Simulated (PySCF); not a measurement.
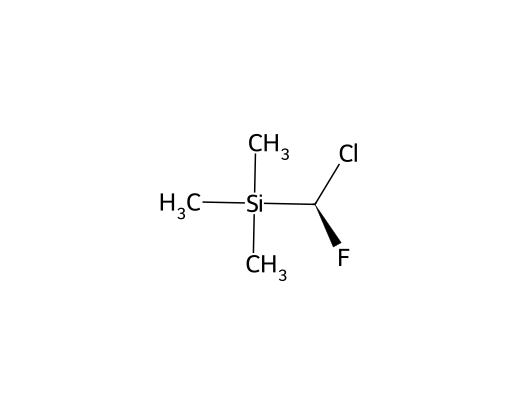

Structural formula above. Computed geometry: PBE0-D3(BJ)/def2-SVP optimisation. No frequency run is at hand to confirm it as a minimum.

What does the molecule look like in three dimensions?

It has 17 atoms: 4 carbon, 10 hydrogen, 1 chlorine, 1 fluorine and 1 silicon (C₄H₁₀ClFSi). As SMILES it reads `C[Si](C)(C)[C@H](F)Cl`. It has no ring. Among its groups: C–F bond, C–Cl bond. The point group is C1. Coordination: 4 C tetrahedral; 1 Si tetrahedral.

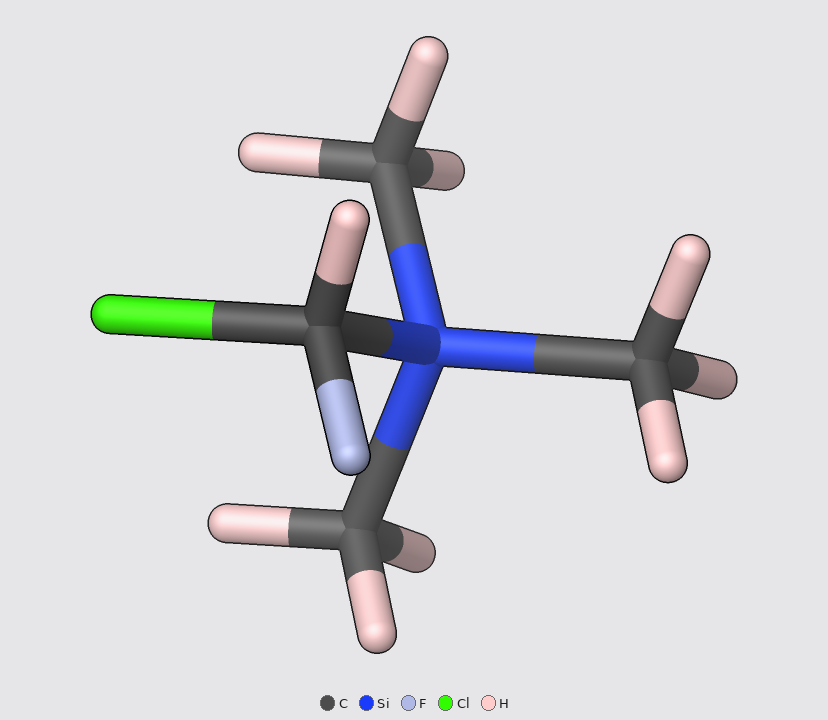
